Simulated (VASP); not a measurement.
Band structure of Cd₃SrO₄ (ordered alloy cell). Method: PBEsol GGA, VASP's PBE PAW potentials (set 64) (plane waves; VASP).

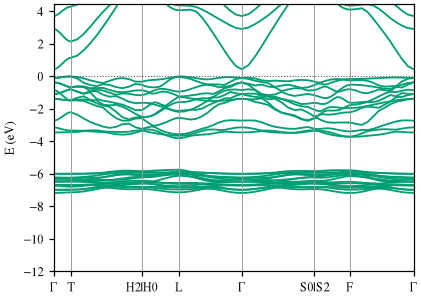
Figure. Bands along high-symmetry lines, zero at the valence-band maximum or, without a gap, the Fermi level

Question: Read the plot: is there a gap, and where are the band edges?

Answer: The gap is indirect, 0.45 eV, from the valence maximum at L to the conduction minimum at Γ. (Edges off the drawn lines would not show.)

The structure was generated: Cd3SrO4 was put into an ordered model structure (R-3m), which need not be its known phase. It was relaxed first.
